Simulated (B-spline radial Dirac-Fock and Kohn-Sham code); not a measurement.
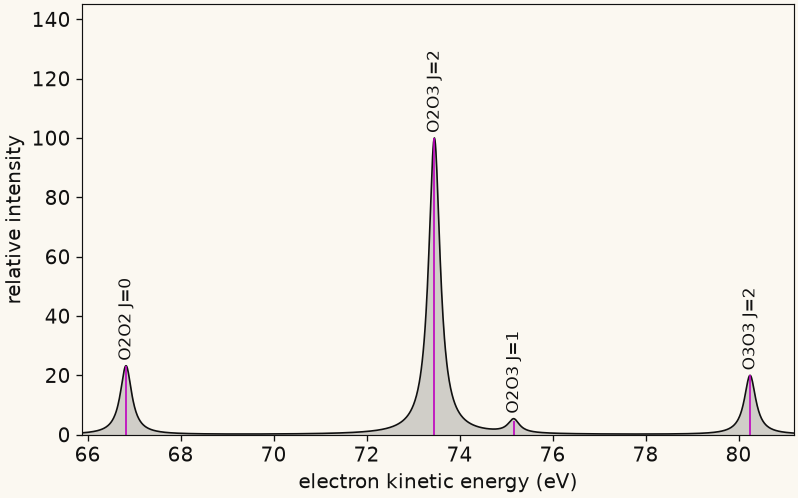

The Auger multiplet of an N4 hole with both final holes in O23, lines labelled by the leading pair of holes and J, broadened by 0.30 eV full width. Kinetic energies count from the vacuum level; very weak lines are left out. Lines are named by their largest jj component, which in light atoms can differ from the customary names. Species: terbium in charge state +4 (Tb⁴⁺) in the configuration [Xe] 4f7, inside a Watson sphere of charge −4 and radius 3 Å that stands in for a crystal. Level of theory: Dirac–Fock ΔSCF energies in intermediate coupling of the two holes, Coulomb rates, valence shells as spectators; calculated with a B-spline radial atomic code.

> Which of the lines shown has the highest kinetic energy, and why?

N4-O3O3 J=2 at 80.25 eV: its two-hole final state is the least tightly bound of those shown, so the most energy is left to the electron.

> Which line is strongest?

N4-O2O3 J=2 at 73.46 eV, 68 % of the multiplet.

> How wide is the N4 level from this decay?

0.0292 eV from this multiplet.
